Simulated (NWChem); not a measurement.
**UM06-2X/jorge-TZP run of SiClF2 (SMILES F[Si](F)Cl)**

What is the vertical ionisation energy of SiClF2 at UM06-2X/jorge-TZP? 

Program for the calculation: NWChem 7.3.0.

**1. Starting point**

SiClF2 has 4 atoms, charge 0, and is taken as a doublet. SMILES: `F[Si](F)Cl`. The coordinates come from a PBE0-D4/def2-TZVP relaxation.

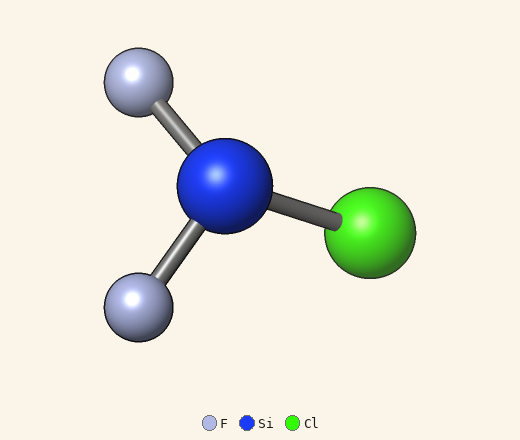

The structure, seen from a chosen angle (fluorine light blue, silicon blue, chlorine green).

**2. A single-point energy at UM06-2X/jorge-TZP**

run.nw reads:

```
start run
title "ClF2Si"
memory 2200 mb
charge 0
geometry noautosym nocenter noautoz
   F     1.308200    0.129000    0.798000
   Si    0.221200   -0.316500   -0.265700
   F    -0.871800   -1.157400    0.514900
   Cl   -0.657600    1.344900   -1.047300
end
basis spherical bse
   F library jorge-TZP
   Si library jorge-TZP
   Cl library jorge-TZP
end
dft
   xc m06-2x
   mult 2
   grid fine
   convergence energy 1e-08
   maxiter 100
   mulliken
   print low
end
task dft energy
```

On the command line:

```
nwchem run.nw > run.out
```

Standard output:

```text
[...]
 d= 0,ls=0.0,diis     1   -949.4223748748 -1.17D+03  4.98D-03  3.90D+00     4.6
[...]
 d= 0,ls=0.0,diis    11   -949.5258549232 -5.25D-09  1.02D-07  5.62D-10    46.8
[...]
         Total DFT energy =     -949.525854923188
      One electron energy =    -1748.647861539576
           Coulomb energy =      651.676824779309
    Exchange-Corr. energy =      -70.154133832265
 Nuclear repulsion energy =      217.599315669344
[...]
      Total Density - Mulliken Population Analysis
     ---------------------------------------------
    Atom       Charge   Shell Charges
 -----------   ------   -------------------------------------------------------
    1 F    9     9.32   0.58  1.38  0.25  0.93  0.77  2.26  2.12  1.01  0.00  0.01  0.00
    2 Si  14    13.17   0.20  0.53  0.87  0.36  1.60  0.38  0.70  0.44  4.96  0.96  0.66  0.68  0.12  0.33  0.25  0.14
    3 F    9     9.32   0.58  1.38  0.25  0.93  0.77  2.26  2.12  1.01  0.00  0.01  0.00
    4 Cl  17    17.20   0.14  0.44  0.86  0.50  0.44  1.59  0.96  0.96  5.28  0.72  1.31  2.79  1.17  0.01  0.03  0.00
[...]
      <S2> =      0.7518 (Exact =     0.7500)
[...]
```

It took 47 s on 1 thread of Intel Xeon Platinum 8488C (Sapphire Rapids), shared host; peak memory 0.12 GiB.

**3. The singlet cation**

a.nw reads:

```
start a
title "ClF2Si energy"
memory stack 880 mb heap 220 mb global 1100 mb
charge 1

geometry units angstrom noautosym nocenter noautoz
F      1.308200     0.129000     0.798000
Si     0.221200    -0.316500    -0.265700
F     -0.871800    -1.157400     0.514900
Cl    -0.657600     1.344900    -1.047300
end

basis "ao basis" spherical bse
* library jorge-TZP
end

dft
xc m06-2x
grid fine
convergence energy 1e-08
maxiter 100
mulliken
print low
end

task dft energy
```

On the command line:

```
nwchem a.nw > a.out
```

Standard output:

```text
[...]
 d= 0,ls=0.0,diis     1   -948.9169722195 -1.17D+03  1.01D-02  1.82D+01     3.6
[...]
 d= 0,ls=0.0,diis    11   -949.1515862316 -8.72D-09  7.74D-07  2.46D-09    33.5
         Total DFT energy =     -949.151586231648
      One electron energy =    -1735.436268773482
           Coulomb energy =      638.447669828600
    Exchange-Corr. energy =      -69.762302956109
 Nuclear repulsion energy =      217.599315669344
[...]
      Total Density - Mulliken Population Analysis
     ---------------------------------------------
    Atom       Charge   Shell Charges
 -----------   ------   -------------------------------------------------------
    1 F    9     9.19   0.58  1.38  0.25  0.94  0.77  2.24  2.11  0.90  0.00  0.01  0.00
    2 Si  14    12.75   0.20  0.53  0.87  0.36  1.60  0.38  0.71  0.19  4.96  0.96  0.63  0.61  0.03  0.33  0.25  0.14
    3 F    9     9.19   0.58  1.38  0.25  0.94  0.77  2.24  2.11  0.90  0.00  0.01  0.00
    4 Cl  17    16.87   0.14  0.44  0.86  0.50  0.44  1.59  1.00  0.96  5.28  0.72  1.27  2.73  0.90  0.01  0.03  0.00
[...]
```

It took 34 s on 1 thread of Intel Xeon Platinum 8488C (Sapphire Rapids), shared host; peak memory 0.12 GiB.

**4. Results**

At UM06-2X/jorge-TZP:

| quantity | value |
| --- | --- |
| doublet SiClF2: total energy | -949.52585 Eh |
| doublet SiClF2: ⟨S²⟩ | 0.752 |
| singlet cation: total energy | -949.15159 Eh |
| vertical ionisation energy (to the singlet cation) | 10.184 eV |

**Reading.** The vertical ionisation energy comes to 10.18 eV (983 kJ/mol). Only the singlet of the ionised species was computed; a triplet could lie lower. Mulliken charges (singlet cation) run from -0.19 on F1 to +1.25 on Si2; they depend strongly on the basis.
